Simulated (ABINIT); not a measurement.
## Quasiparticle gap of ZnSe (Stilleite) in ABINIT

How does a plane-wave GW calculation on ZnSe (Stilleite) run from the first input to the gap?

Calculated with ABINIT 10.8.3; LDA and many-body steps on it, plane waves.

**The experiments to reproduce.**

- Gap 2.695 ± 0.003 eV: excitonic gap from free-exciton PL, not corrected for exciton binding; photoluminescence; 300 K; bulk crystal (Bridgman-grown crystal, polished and etched) (“Alloy Disordering Effects on the Thermal Conductivity and Energy Gap Temperature Dependence of Cd1−xZnxSe Ternary Crystals Grown by the Bridgman Method”, 2023, pmc:10253836).

**1. The starting structure**

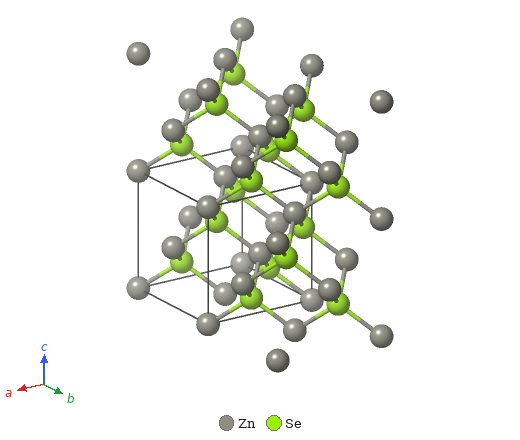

The cell as given, from a free direction (zinc grey, selenium green). 1×2×2 cells are drawn. This picture shows the conventional cell, with its axes. Bonds to atoms that aren't drawn are left out. Some periodic images of atoms are drawn too.

The cell and positions come from the Crystallography Open Database and are kept as given unless a step says otherwise.

**2. Ground state**

This step: ABINIT 10.8.3; DFT, LDA, plane waves, norm-conserving pseudopotentials.

The ground-state density comes first.

The input, run.abi:

```
acell 3*1.0 Angstrom
rprim 
  -0.000000000000 2.833800000000 2.833800000000
  2.833800000000 -0.000000000000 2.833800000000
  2.833800000000 2.833800000000 0.000000000000
ntypat 2
znucl 30 34
natom 2
typat 1 2
xred 
  0.000000000000 0.000000000000 0.000000000000
  0.250000000000 0.250000000000 0.250000000000
pp_dirpath "pseudos"
pseudos "Zn.upf, Se.upf"
ecut 48
ngkpt 6 6 6
nshiftk 1
shiftk 0 0 0
kptopt 1
chksymbreak 0
nband 27
occopt 1
tolvrs 1e-10
nstep 60
prtwf 0
indata_prefix "in"
outdata_prefix "out"
tmpdata_prefix "tmp"
```

Launch:

```
> OMP_NUM_THREADS=1 mpirun -n 4 abinit run.abi > log
```

Numbers of over 12 decimals in the logs are rounded to 6 here.

Log:

```text
.Version 10.8.3 of ABINIT. v10.8.2 released Aug 2026.

 Symmetries : space group F-4 3 m (#216); Bravais cF (face-center cubic)
================================================================================
 Values of the parameters that define the memory need of the present run
     intxc =       0    ionmov =       0      iscf =       7    lmnmax =       6
     lnmax =       6     mgfft =      48  mpssoang =       3    mqgrid =    3001
     natom =       2  nloc_mem =       1    nspden =       1   nspinor =       1
    nsppol =       1      nsym =      24    n1xccc =    2501    ntypat =       2
    occopt =       1   xclevel =       1
-    mband =          27        mffmem =           1         mkmem =           4
       mpw =        4897          nfft =      110592          nkpt =          16
================================================================================
  Rough estimation (10% accuracy) of disk space for files :
================================================================================

--------------------------------------------------------------------------------
------------- Echo of variables that govern the present computation ------------
--------------------------------------------------------------------------------
 -outvars: echo values of preprocessed input variables --------
            acell      1.8897261259E+00  1.8897261259E+00  1.8897261259E+00 Bohr

      chksymbreak           0
             ecut      4.80000000E+01 Hartree
-          fftalg         312

              ixc       -1012
              kpt      0.00000000E+00  0.00000000E+00  0.00000000E+00
                       1.66666667E-01  0.00000000E+00  0.00000000E+00
                       3.33333333E-01  0.00000000E+00  0.00000000E+00
                       5.00000000E-01  0.00000000E+00  0.00000000E+00
                       1.66666667E-01  1.66666667E-01  0.00000000E+00
                       3.33333333E-01  1.66666667E-01  0.00000000E+00
                       5.00000000E-01  1.66666667E-01  0.00000000E+00
                      -3.33333333E-01  1.66666667E-01  0.00000000E+00
                      -1.66666667E-01  1.66666667E-01  0.00000000E+00
   [... 5 further rows ...]
                      -3.33333333E-01  3.33333333E-01  1.66666667E-01
                      -3.33333333E-01  5.00000000E-01  1.66666667E-01
         kptrlatt        6    0    0      0    6    0      0    0    6
          kptrlen      4.54395803E+01
P           mkmem           4
            natom           2
            nband          27
            ngfft          48      48      48
             nkpt          16
            nstep          60
             nsym          24
           ntypat           2
              occ      2.000000  2.000000  2.000000  2.000000  2.000000  2.000000
                       2.000000  2.000000  2.000000  2.000000  2.000000  2.000000
                       2.000000  2.000000  2.000000  2.000000  2.000000  2.000000
                       2.000000  2.000000  2.000000  2.000000  0.000000  0.000000
[...]
prtwf           0
            rprim     -0.0000000000E+00  2.8338000000E+00  2.8338000000E+00
[...]
spgroup         216

           tolvrs      1.00000000E-10

             xred      0.0000000000E+00  0.0000000000E+00  0.0000000000E+00
[...]
znucl       30.00000   34.00000

================================================================================

 chkinp: Checking input parameters for consistency.

================================================================================
== DATASET  1 ==================================================================
-   mpi_nproc: 4, omp_nthreads: 1 (-1 if OMP is not activated)

--- !DatasetInfo
iteration_state: {dtset: 1, }
dimensions: {natom: 2, nkpt: 16, mband: 27, nsppol: 1, nspinor: 1, nspden: 1, mpw: 4897, }
cutoff_energies: {ecut:  48.0, pawecutdg:  -1.0, }
electrons: {nelect:   4.40000000E+01, charge:   0.00000000E+00, occopt:   1.00000000E+00, tsmear:   1.00000000E-02, }

 Real(R)+Recip(G) space primitive vectors, cartesian coordinates (Bohr,Bohr^-1):
 R(1)=  0.0000000  5.3551059  5.3551059  G(1)= -0.0933688  0.0933688  0.0933688
 R(2)=  5.3551059  0.0000000  5.3551059  G(2)=  0.0933688 -0.0933688  0.0933688
 R(3)=  5.3551059  5.3551059  0.0000000  G(3)=  0.0933688  0.0933688 -0.0933688
 Unit cell volume ucvol=  3.0713845E+02 bohr^3
 Angles (23,13,12)=  6.00000000E+01  6.00000000E+01  6.00000000E+01 degrees

 getcut: wavevector=  0.0000  0.0000  0.0000  ngfft=  48  48  48
         ecut(hartree)=     48.000   => boxcut(ratio)=   2.03223

--- Pseudopotential description ------------------------------------------------
- Zn Generated using ONCVPSP code by D. R. Hamann
- 30.00000  20.00000  180309                  znucl, zion, pspdat
12 -1012 2 -1 1296                            pspcod,pspxc,lmax,lloc,mmax
     nproj     2     2     2
  pspatm : epsatm=   26.73031766
         --- l  ekb(1:nproj) -->
[...]
pspatm: atomic psp has been read  and splines computed

- Se Generated using ONCVPSP code by D. R. Hamann
- 34.00000  24.00000  180309                  znucl, zion, pspdat
12 -1012 2 -1 1198                            pspcod,pspxc,lmax,lloc,mmax
     nproj     2     2     2
  pspatm : epsatm=   25.89836092
         --- l  ekb(1:nproj) -->
[...]
pspatm: atomic psp has been read  and splines computed

   2.31566186E+03                                ecore*ucvol(ha*bohr**3)
--------------------------------------------------------------------------------

_setup2: Arith. and geom. avg. npw (full set) are    4879.338    4879.326

================================================================================

--- !BeginCycle
iteration_state: {dtset: 1, }
solver: {iscf: 7, nstep: 60, nline: 4, wfoptalg: 0, }
tolerances: {tolvrs: 1.00E-10, }

     iter   Etot(hartree)      deltaE(h)  residm     vres2
 ETOT  1  -548.13932303559    -5.481E+02 8.793E-01 4.461E+03
 ETOT  2  -549.51355436248    -1.374E+00 4.090E-02 7.555E+03
 ETOT  3  -550.33840863844    -8.249E-01 8.604E-03 9.996E+02
 ETOT  4  -550.40301611023    -6.461E-02 1.614E-02 4.102E+02
 ETOT  5  -550.44073001420    -3.771E-02 1.058E-03 7.005E+01
 ETOT  6  -550.44859076216    -7.861E-03 1.663E-03 2.110E-01
 ETOT  7  -550.44857908346     1.168E-05 7.629E-04 2.831E-01
 ETOT  8  -550.44858902821    -9.945E-06 4.704E-04 2.111E-01
 ETOT  9  -550.44861534944    -2.632E-05 1.768E-04 4.316E-04
 ETOT 10  -550.44861541411    -6.466E-08 6.572E-05 2.204E-06
 ETOT 11  -550.44861541441    -3.060E-10 2.589E-05 2.508E-08
 ETOT 12  -550.44861541441     2.501E-12 1.332E-05 7.536E-09
 ETOT 13  -550.44861541438     3.058E-11 5.807E-06 4.117E-12

 At SCF step   13       vres2   =  4.12E-12 < tolvrs=  1.00E-10 =>converged.

 Cartesian components of stress tensor (hartree/bohr^3)
  sigma(1 1)=  1.56530721E-04  sigma(3 2)=  0.00000000E+00
  sigma(2 2)=  1.56530721E-04  sigma(3 1)=  0.00000000E+00
  sigma(3 3)=  1.56530721E-04  sigma(2 1)=  0.00000000E+00

--- !ResultsGS
iteration_state: {dtset: 1, }
comment   : Summary of ground state results
lattice_vectors:
- [ -0.0000000,   5.3551059,   5.3551059, ]
- [  5.3551059,  -0.0000000,   5.3551059, ]
- [  5.3551059,   5.3551059,   0.0000000, ]
lattice_lengths: [   7.57326,    7.57326,    7.57326, ]
lattice_angles: [ 60.000,  60.000,  60.000, ] # degrees, (23, 13, 12)
lattice_volume:   3.0713845E+02
convergence: {deltae:  3.058E-11, res2:  4.117E-12, residm:  5.807E-06, diffor: null, }
etotal    :  -5.50448615E+02
entropy   :   0.00000000E+00
fermie    :   1.39712178E-01
cartesian_stress_tensor: # hartree/bohr^3
- [  1.56530721E-04,   0.00000000E+00,   0.00000000E+00, ]
- [  0.00000000E+00,   1.56530721E-04,   0.00000000E+00, ]
- [  0.00000000E+00,   0.00000000E+00,   1.56530721E-04, ]
pressure_GPa:  -4.6053E+00
xred      :
- [  0.0000E+00,   0.0000E+00,   0.0000E+00, Zn]
- [  2.5000E-01,   2.5000E-01,   2.5000E-01, Se]
cartesian_forces: # hartree/bohr
- [  4.91033493E-31,  -2.94620096E-31,   9.82066985E-32, ]
- [ -4.91033493E-31,   2.94620096E-31,  -9.82066985E-32, ]
force_length_stats: {min:   5.80998664E-31, max:   5.80998664E-31, mean:   5.80998664E-31, }

 Integrated electronic density in atomic spheres:
 ------------------------------------------------
 Atom  Sphere_radius  Integrated_density
    1        2.00000         18.12110404
    2        2.00000         21.26224152
================================================================================

 ----iterations are completed or convergence reached----

 Mean square residual over all n,k,spin=   13.442E-09; max=  58.066E-07
 reduced coordinates (array xred) for    2 atoms
       0.000000000000      0.000000000000      0.000000000000
       0.250000000000      0.250000000000      0.250000000000
 rms dE/dt=  2.8483E-30; max dE/dt=  6.3109E-30; dE/dt below (all hartree)
    1       0.000000000000      0.000000000000      0.000000000000
    2      -0.000000000000      0.000000000000      0.000000000000

 cartesian coordinates (angstrom) at end:
    1      0.000000     0.000000     0.000000
    2      1.416900     1.416900     1.416900

 cartesian forces (hartree/bohr) at end:
    1      0.000000    -0.000000     0.000000
    2     -0.000000     0.000000    -0.000000
 frms,max,avg= 3.3543973E-31 4.9103349E-31   0.000E+00  0.000E+00  0.000E+00 h/b

 cartesian forces (eV/Angstrom) at end:
    1      0.000000    -0.000000     0.000000
    2     -0.000000     0.000000    -0.000000
 frms,max,avg= 1.7249005E-29 2.5249957E-29   0.000E+00  0.000E+00  0.000E+00 e/A
 length scales=  1.889726125908  1.889726125908  1.889726125908 bohr
              =  1.000000000000  1.000000000000  1.000000000000 angstroms
 prteigrs : about to open file out_EIG
 Fermi (or HOMO) energy (hartree) =   0.13971   Average Vxc (hartree)=  -0.37927
 Eigenvalues (hartree) for nkpt=  16  k points:
 kpt#   1, nband= 27, wtk=  0.00463, kpt=  0.0000  0.0000  0.0000 (reduced coord)
  -7.44107   -5.23747   -5.23747   -5.23747   -4.43483   -2.76711   -2.76711   -2.76711
  -1.58857   -1.58857   -1.58857   -1.58840   -1.58840   -0.34985   -0.10483   -0.10483
  -0.10483   -0.09159   -0.09159    0.13971    0.13971    0.13971    0.17747    0.34982
   0.34982    0.34982    0.49385
 prteigrs : prtvol=0 or 1, do not print more k-points.

--- !EnergyTerms
iteration_state     : {dtset: 1, }
comment             : Components of total free energy in Hartree
kinetic             :  2.38148548481601E+02
hartree             :  2.28792543775108E+02
xc                  : -5.44826115731505E+01
Ewald energy        : -2.44845014170202E+02
psp_core            :  7.53947241724703E+00
local_psp           : -5.89314077751648E+02
non_local_psp       : -1.36287476593332E+02
total_energy        : -5.50448615414378E+02
total_energy_eV     : -1.49784698826061E+04
band_energy         : -8.89827684966753E+01

 Cartesian components of stress tensor (hartree/bohr^3)
  sigma(1 1)=  1.56530721E-04  sigma(3 2)=  0.00000000E+00
  sigma(2 2)=  1.56530721E-04  sigma(3 1)=  0.00000000E+00
  sigma(3 3)=  1.56530721E-04  sigma(2 1)=  0.00000000E+00

-Cartesian components of stress tensor (GPa)         [Pressure= -4.6053E+00 GPa]
- sigma(1 1)=  4.60529281E+00  sigma(3 2)=  0.00000000E+00
- sigma(2 2)=  4.60529281E+00  sigma(3 1)=  0.00000000E+00
- sigma(3 3)=  4.60529281E+00  sigma(2 1)=  0.00000000E+00

== END DATASET(S) ==============================================================
================================================================================

 -outvars: echo values of variables after computation  --------
           etotal     -5.5044861541E+02
            nband          27
             nkpt          16
          spgroup         216
 [... the other variables as echoed above ...]

 Calculation completed.
```

It took 26 s on 4 MPI ranks of Arm Neoverse V1, shared host; peak memory 0.35 GiB; 1.7 min of CPU time.

Numbers from this step:

```yaml
total_energy: -14978.4699 eV
gap: 1.028 eV
k_of_the_valence_top: 0, 0, 0
k_of_the_conduction_bottom: 0, 0, 0
least_direct_gap: 1.028 eV
pressure: -4.605 GPa
```

The gap is direct, at Γ.

The cutoff was set for levels, not for stress, so the pressure can be off by some GPa.

[end of part 1 of 3]

[Paths, hosts, dates, memory and timing lines, banners, echoed tables and standing remarks are left out of the program output.]

[Logs are printed without paths, hosts, clocks, repeated set-up lines and the standing remarks that a program may print on its own settings, such as how far it seeks lower states.]

[Runs of the session that timed out or met a known fault of the program may be left out.]

[Hosts, paths, dates, database ids (printed as entryN), source tags and the programs' standing remarks are cut or masked in the printed files.]

[G0W0 gaps are taken among the corrected bands and points alone; a level outside them can change the order at an edge.]

[Where Ansatz stands beside ABINIT at settings called matched, ABINIT's density can come from a denser mesh and the files from another edition; pairs whose starting gaps differed by over 0.03 eV were left out, so agreement reads better than it is.]
